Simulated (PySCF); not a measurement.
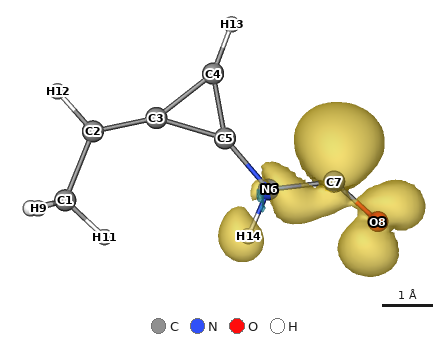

Figure. C6H6NO (SMILES C/C=C1C=C/1N[C]=O) (doublet). Isosurfaces of the spin density (α minus β) at +0.02 (yellow) and −0.02 e/Å³ (cyan), seen across its widest extent.

Geometry: GFN2-xTB.

These are results of UKS B3LYP, pcH-1 on C H N O, non-relativistic, mean-field spin-orbit, GIAO (PySCF 2.14.0, density-fitted response routines), not measurements.

```xyz
14

C    -2.2502   -0.6732   -0.0661
C    -1.6208    0.6874   -0.0007
C    -0.3249    0.8931    0.0284
C     0.8660    1.7299    0.0805
C     1.0422    0.4129    0.0321
N     1.8722   -0.6600    0.0041
C     3.2071   -0.5682    0.0299
O     4.0525   -1.4167    0.0111
H    -2.8939   -0.8385    0.7981
H    -2.8672   -0.7667   -0.9602
H    -1.4924   -1.4529   -0.0861
H    -2.2970    1.5297    0.0215
H     1.2886    2.7024    0.1247
H     1.4170   -1.5797   -0.0395
```

Which atoms carry the spin?

The unpaired spin (1 electron) lies mostly on C7 (about 0.6), O8 (about 0.3) and N6 (about 0.1), in electrons by Hirshfeld's partition.
